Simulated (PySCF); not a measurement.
# CH3F, SMILES `CF`: electronic structure

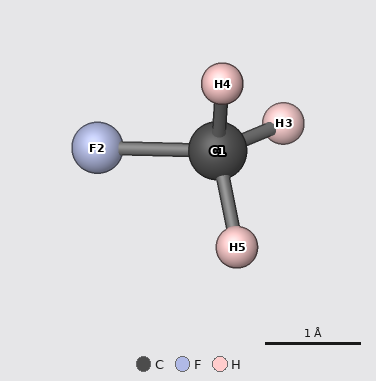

The molecule, with its atoms numbered as below. No frequency check shows the geometry to be a minimum.

Coordinates in Å:

```
C1      -0.6257    0.0000    0.0000
F2       0.7385    0.0000    0.0000
H3      -0.9640   -0.8342   -0.6158
H4      -0.9640   -0.1161    1.0303
H5      -0.9640    0.9504   -0.4146
```

### 1. Bonding charge

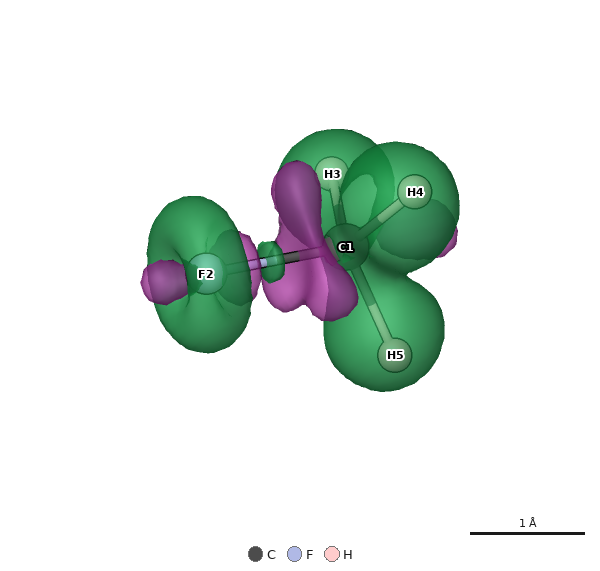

Deformation density (molecule less spherical, spin-averaged free atoms at the same positions), surfaces at ±0.1 e/Å³; green: gain, purple: loss.

PySCF calculation, LDA (SVWN)/aug-cc-pVDZ, gas phase; geometry: GFN2-xTB.

Q: How much density has each bond gained at its critical point, relative to the free atoms?

A: C1–H3, C1–H4 and C1–H5: +0.72 e/Å³ at the bond critical point (bond length 1.09 Å). C1–F2: −0.11 e/Å³ at the bond critical point (bond length 1.36 Å); up to 0.6 Å beside the axis the gain reaches +0.16 e/Å³. In all, 1.0 electrons gather in the regions of gain relative to the promolecule. A small or negative value marks a very polar bond, one between electron-rich atoms, whose free-atom densities already overlap strongly, a long bond to a heavier atom, or a closed-shell contact such as a hydrogen bond.

### 2. Bond critical points

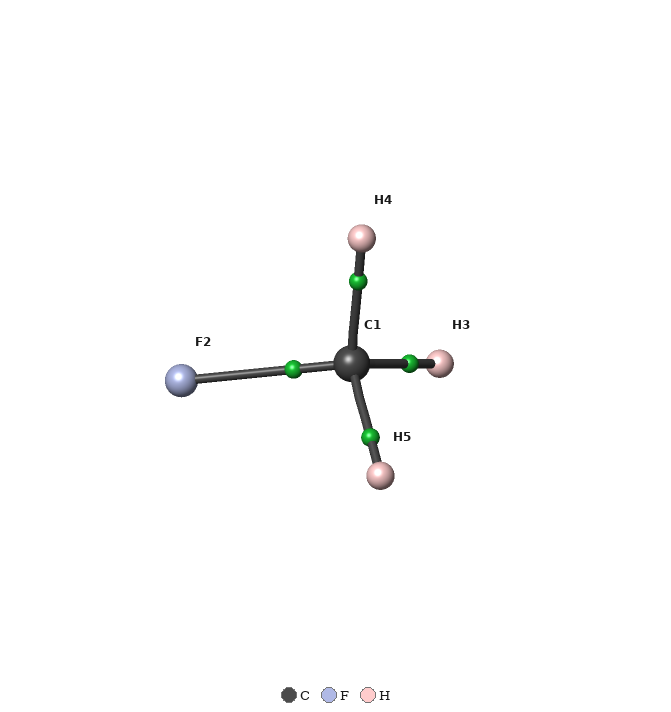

Molecular graph of the electron density (QTAIM): bond paths, bond critical points (green), ring points (magenta, if any); weak paths are dashed.

Q: How many critical points of each kind are there, and does the count close?

A: 5 nuclei, 4 bond, 0 ring and 0 cage critical points: 5 − 4 + 0 − 0 = 1, as the Poincaré–Hopf relation requires.

Q: What does the calculation give at each kind of bond critical point?

A:
| bond | length (Å) | ρ (a.u.) | ∇²ρ (a.u.) | ε | H (a.u.) |
| --- | --- | --- | --- | --- | --- |
| C1–H3 (3 alike) | 1.091 | 0.277 | −1.06 | 0.05 | −0.299 |
| C1–F2 | 1.364 | 0.241 | +0.01 | 0.00 | −0.327 |

Q: What kind of interaction is C1–H3?

A: Shared-shell (covalent): ρ = 0.277, ∇²ρ = −1.06, H = −0.299 a.u.

### 3. Local ionisation energy

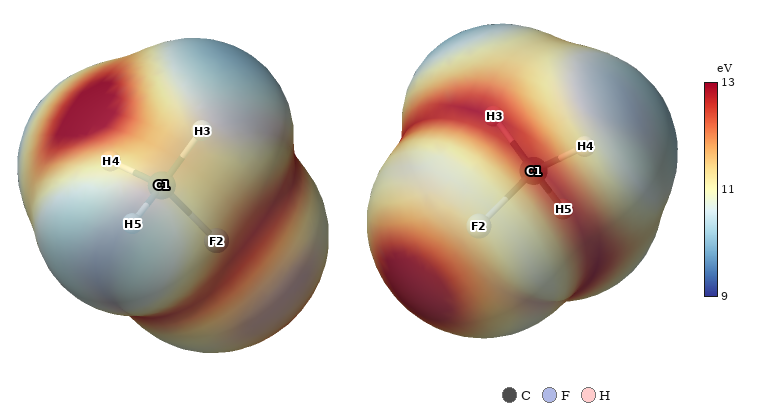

Average local ionisation energy on the surface of electron density 0.001 a.u. (back view left, front view right).

Q: Locate the minima of the map.

A: The lowest value is 10.0 eV, 1.3 Å from H5, and at like points elsewhere. Further minima include 10.7 eV, 1.7 Å from F2, and at like points elsewhere. For comparison, the highest occupied orbital lies at −8.1 eV.

### 4. In an electric field

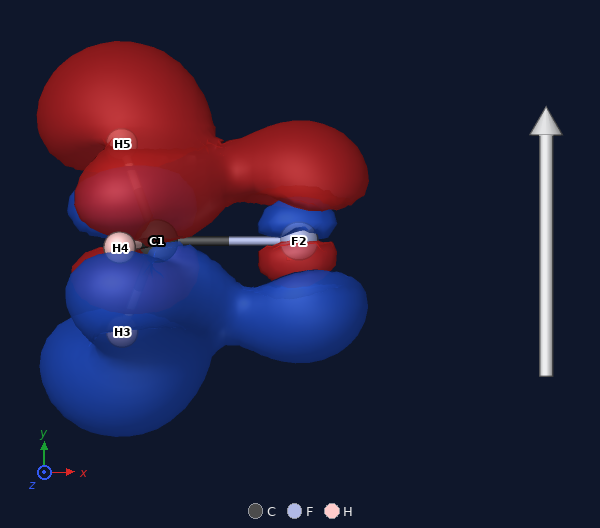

Change of the electron density in a uniform field of 0.51 V/Å along +y (arrow), surfaces at ±0.003 e/Å³ (blue: gain, red: loss).

PySCF calculation, LDA (SVWN)/def2-SVPD, gas phase; geometry: GFN2-xTB.

The field was applied in both directions; the picture shows the one opposite to the script's first.

Q: What dipole is induced, and what polarisability does it imply?

A: The induced dipole is 0.44 D (along the field); α along this axis, from the fields in both directions, is 17 bohr³ (2.5 Å³).
